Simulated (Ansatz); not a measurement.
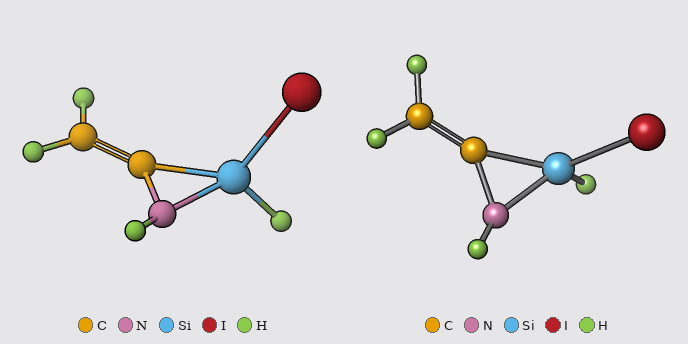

The same structure drawn twice, from different directions.

Computed geometry: PBE0-D4/def2-TZVP optimisation. No frequency run is at hand to confirm it as a minimum.

Count the atoms of each element.

C2H4INSi, 9 atoms: 2 carbon, 4 hydrogen, 1 iodine, 1 nitrogen and 1 silicon.

What is the point group of this geometry?

C1.

Give a SMILES string for it.

C=C1N[Si@@H]1I

How many bonds of each kind are drawn?

2 C–H, 1 C–C, 1 C–N, 1 N–Si, 1 I–Si, 1 C–Si, 1 N–H, 1 Si–H.

How many sets of symmetry-equivalent atoms are there?

9: 1 C, 1 C, 1 N, 1 Si, 1 I, 1 H, 1 H, 1 H, 1 H.

More results for the same structure follow; atom numbers are the same in all pictures, views and colours differ.

Charges

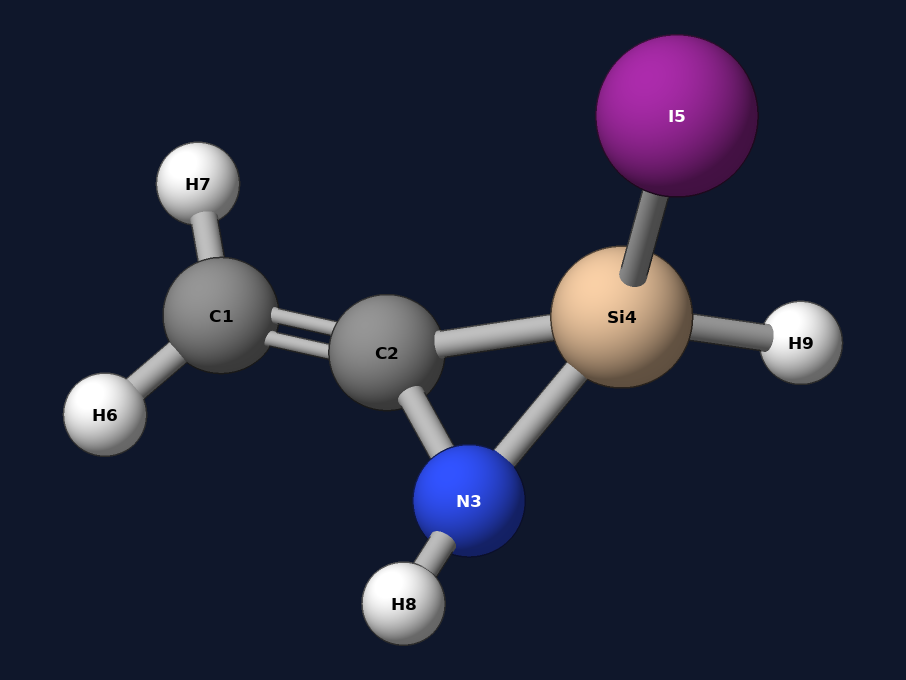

The questions are on Mulliken charges. No frequency run is at hand to confirm it as a minimum. Method: RKS r2SCAN-D4/def2-TZVPP, core potentials on I (Ansatz 0.2.0).

Give the Mulliken charges atom by atom.

| atom | value (e) |
| --- | --- |
| C1 | −0.29 |
| C2 | 0.05 |
| N3 | −0.38 |
| Si4 | 0.50 |
| I5 | −0.14 |
| H6 | 0.07 |
| H7 | 0.09 |
| H8 | 0.15 |
| H9 | −0.06 |

Electronic properties

No frequency run is at hand to confirm it as a minimum. Properties computed with RKS PBE0-D4/def2-TZVPP, core potentials on I (Ansatz 0.2.0).

Estimate the dispersion correction.

−20.5 kJ/mol.

Give the LUMO energy (Kohn–Sham orbital) at this level.

−0.77 eV.

What is the HOMO energy (Kohn–Sham orbital)?

−6.31 eV.

Dipole moment

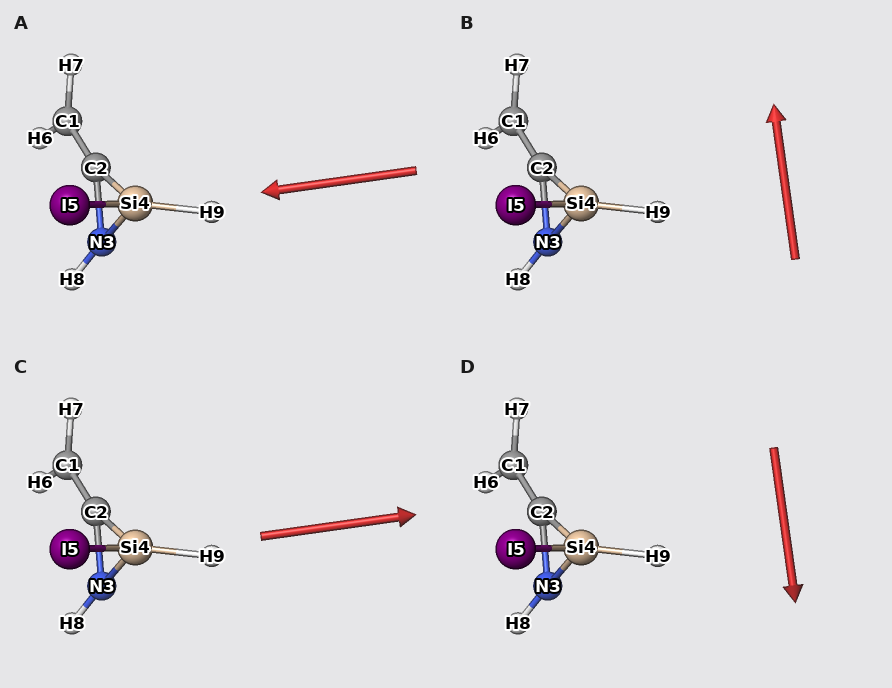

The same molecule four times, each with an arrow. No frequency run is at hand to confirm it as a minimum. Level of theory: RKS PBE0-D4/def2-TZVP, core potentials on I (Ansatz 0.2.0).

Which arrow points along the dipole moment, from the negative to the positive end?

D. The dipole moment is 1.16 D; it points from the side of H7 to the side of H8 (the outermost atoms at the two ends).

Mulliken values depend strongly on the basis set and can even reverse the polarity of a bond.
